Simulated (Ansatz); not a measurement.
# Calculations on WH2OCl3F2

Part 1: Relaxation

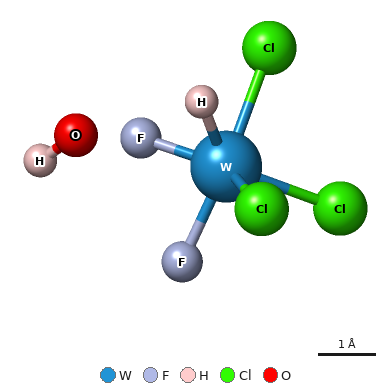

Starting structure of WH$_{2}$OCl$_{3}$F$_{2}$ (multiplicity 2). The picture is a ball-and-stick view, seen at a tilt.

The run prepares an end point of a later path (reaction) calculation, from a guessed geometry.

Theory: UKS PBE/def2-SVP (Ansatz 0.2.0).

Input file:
```yaml
crystal:
  periodic: [false, false, false]
  atoms:
    - { symbol: W, position_ang: [-0.171516, 0.03207, 0.174352] }
    - { symbol: F, position_ang: [-0.813082, 1.071878, 1.599998] }
    - { symbol: H, position_ang: [1.266153, -0.113374, 1.033653] }
    - { symbol: Cl, position_ang: [1.188424, 1.908651, -0.195378] }
    - { symbol: F, position_ang: [-1.801991, -0.863762, 0.5071] }
    - { symbol: Cl, position_ang: [0.734296, -2.037749, -0.278691] }
    - { symbol: Cl, position_ang: [-0.667714, 0.223067, -2.078173] }
    - { symbol: O, position_ang: [0.251436, -0.593541, 3.063724] }
    - { symbol: H, position_ang: [-0.630406, -0.428342, 3.480516] }
magnetization:
  spin_polarized: true
  initial_magnetization: 1
basis:
  gaussian: { orbitals: def2-SVP }
hamiltonian:
  xc: pbe
relax:
  f_tol: 0.03
  max_steps: 50
```

Run as
```bash
ansatz run input.yaml --threads 4 --pin off --max-ram 5120MiB --backend cpu --events-out ev --progress --plain --runs-dir out
```

Question: What does the optimiser find from here?

Answer: H3 moves most after the best rigid fit: 1.33 Å. Largest moves by element: H 1.33 Å, O 0.82 Å, Cl 0.72 Å, F 0.56 Å, W 0.21 Å. Near-neighbour distances that change, for instance: H3–O8 2.320 → 0.984 Å, W1–H3 1.681 → 2.715 Å, W1–O8 2.986 → 2.291 Å, W1–H9 3.369 → 2.793 Å. New bonds form, among them: H3–O8 (2.32 → 0.98 Å), W1–O8 (2.99 → 2.29 Å). Bonds break, among them: W1–H3 (1.68 → 2.72 Å). Bond angles that change, for instance: F2–W1–Cl7 128.3° → 101.6°, Cl4–W1–Cl6 117.4° → 93.5°, F2–W1–Cl6 141.4° → 158.7°. The energy falls by 90.3 kcal/mol in 19 accepted moves (20 points after the start). Largest force component: 0.32 eV/Å at the start, 0.027 eV/Å at the end. The line search rejected the trial step at point 15 of the run. Cost: 2.3 min on 4 threads of Arm Neoverse V1 (shared host), peak memory 0.4 GiB.

History of the run:

| step | E − E(0), kcal/mol | largest force component, eV/Å | note |
| --- | --- | --- | --- |
| 0 | 0.00 | 0.3249 |  |
| 1 | -4.34 | 0.6344 |  |
| 2 | -12.36 | 0.9666 |  |
| 3 | -24.21 | 0.9856 |  |
| 4 | -34.74 | 1.1665 |  |
| 5 | -37.31 | 1.6016 |  |
| 6 | -39.62 | 0.6289 |  |
| 7 | -42.74 | 0.7147 |  |
| 8 | -49.37 | 1.4627 |  |
| 9 | -65.08 | 2.1814 |  |
| 10 | -80.57 | 1.6962 |  |
| 11 | -86.62 | 1.1480 |  |
| 12 | -88.82 | 0.3343 |  |
| 13 | -89.36 | 1.1491 |  |
| 14 | -89.51 | 0.3207 |  |
| 15 | -88.49 | 1.0966 | rejected |
| 16 | -90.00 | 0.3760 |  |
| 17 | -90.26 | 0.1313 |  |
| 18 | -90.32 | 0.0872 |  |
| 19 | -90.34 | 0.0442 |  |
| 20 | -90.34 | 0.0267 |  |

The structure at the end:

```xyz
9

W    -0.3484   -0.0708    0.1561
F    -1.1833    1.2413    1.2180
H     1.2429    0.0206    2.3543
Cl    1.5366    1.3496    0.0908
F    -1.8850   -1.1423    0.5601
Cl    0.8697   -1.9408   -0.3586
Cl   -1.1139    0.4639   -1.9166
O     0.4300   -0.5266    2.2615
H    -0.1929   -0.1959    2.9415
```

The end point in the same view:

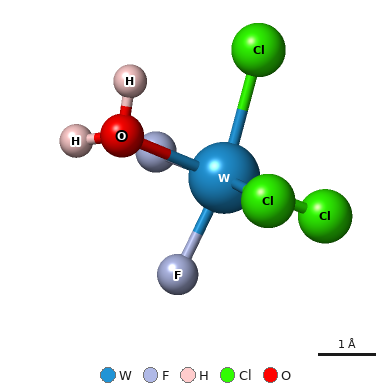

Limits of the set-up: the start holds two separate molecules, 2.3 Å apart at their closest, whose relative position is a soft coordinate and is computed without a dispersion correction.

Part 2: Relaxation

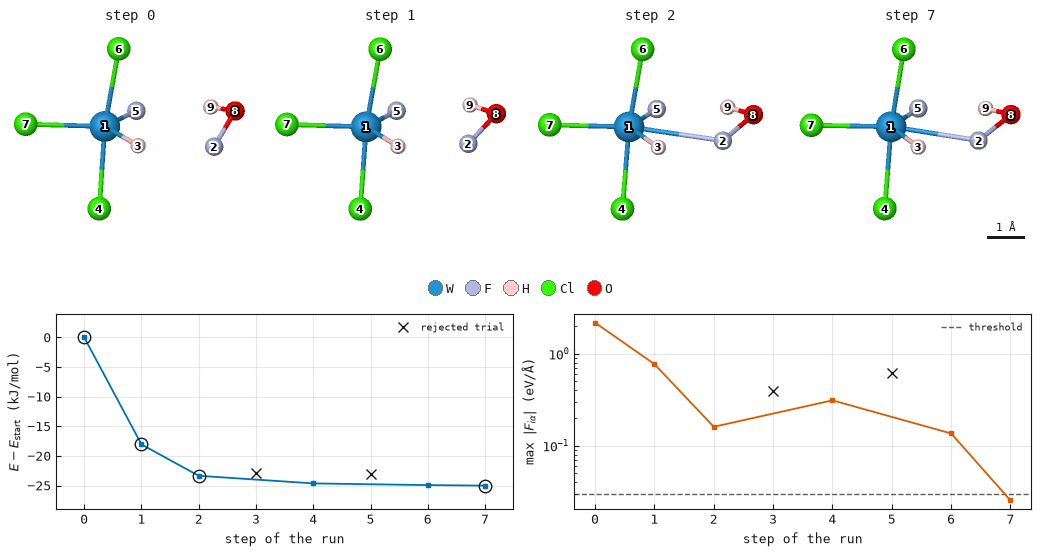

Frames of a relaxation of WH₂OCl₃F₂ (multiplicity 2), marked on the history of the run. The picture is a ball-and-stick view, seen at a tilt.

The run prepares an end point of a later path (reaction) calculation, from a guessed geometry.

Level of theory: UKS PBE/def2-SVP in Ansatz.

Input
```yaml
crystal:
  periodic: [false, false, false]
  atoms:
    - { symbol: W, position_ang: [-0.117705, -0.034419, -0.240485] }
    - { symbol: F, position_ang: [0.62897, 0.297573, 2.692971] }
    - { symbol: H, position_ang: [1.465806, 0.077238, 0.308984] }
    - { symbol: Cl, position_ang: [-0.092071, 2.288229, -0.214892] }
    - { symbol: F, position_ang: [-1.516295, -0.119562, 0.998797] }
    - { symbol: Cl, position_ang: [0.233771, -2.329387, -0.121] }
    - { symbol: Cl, position_ang: [-0.058211, -0.083617, -2.498495] }
    - { symbol: O, position_ang: [-0.161828, -0.510398, 3.419654] }
    - { symbol: H, position_ang: [-1.026837, -0.386757, 2.961565] }
magnetization:
  spin_polarized: true
  initial_magnetization: 1
basis:
  gaussian: { orbitals: def2-SVP }
hamiltonian:
  xc: pbe
relax:
  f_tol: 0.03
  max_steps: 50
output:
  orbitals: {}
```

Launched with:
```bash
ansatz run input.yaml --threads 4 --pin off --max-ram 5120MiB --backend cpu --events-out ev --progress --plain --runs-dir out
```

Q: What happens along the run?

A: After 5 accepted moves (7 points after the start) the energy has fallen by 25.0 kJ/mol. Largest force component: 2.2 eV/Å at the start, 0.025 eV/Å at the end. The line search rejected the trial steps at points 3, 5 of the run. The largest move after the best rigid fit is that of F2, 0.49 Å. Largest moves by element: F 0.49 Å, Cl 0.18 Å, W 0.17 Å, O 0.16 Å, H 0.15 Å. Near-neighbour distances that change, for instance: W1–F2 3.045 → 2.422 Å, W1–O8 3.691 → 3.418 Å, F2–O8 1.344 → 1.479 Å, W1–F5 1.871 → 1.895 Å. New bonds form, among them: W1–F2 (3.05 → 2.42 Å). Bond angles that change, for instance: H3–W1–F5 119.4° → 130.8°, F5–W1–Cl7 132.9° → 127.0°, H3–W1–Cl7 107.7° → 102.2°. From step 0 to 1: F2 moves most (0.19 Å), energy −18.1 kJ/mol. From step 1 to 2: F2 moves most (0.19 Å), energy −5.29 kJ/mol. From step 2 to 7: F2 moves most (0.12 Å), energy −1.66 kJ/mol.

Part 3: Path

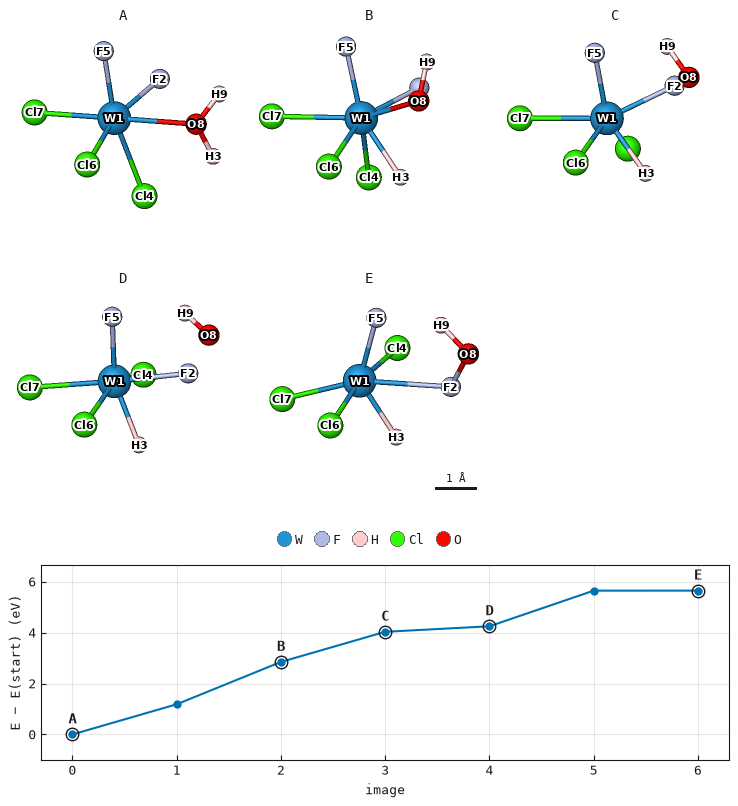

NEB run on WH₂OCl₃F₂ (multiplicity 2). Images are numbered from 0 (start) to 6 (end). Frames A to E are images 0, 2, 3, 4, 6. A ball-and-stick model, seen at a tilt.

Level of theory: UKS PBE/def2-SVP (Ansatz 0.2.0). Run with 5 movable images; climbing image; force threshold 0.05 eV/Å; iteration limit 53; starting path through a guess of the saddle point.

Read off the barrier and say what moves.

Answer. Breaking: H3–O8 (0.98 → 3.55 Å), W1–O8 (2.29 → 3.42 Å). Forming: F2–O8 (2.61 → 1.48 Å), W1–H3 (2.72 → 1.70 Å). No barrier shows: the energy is highest at the end, and the end lies 5.65 eV above the start. The band converged in 31 iterations. The largest component of the band force went from 15 to 0.045 eV/Å.

The run took 19 min on 4 threads of Arm Neoverse V1, with other jobs on the host, peak memory 0.45 GiB.
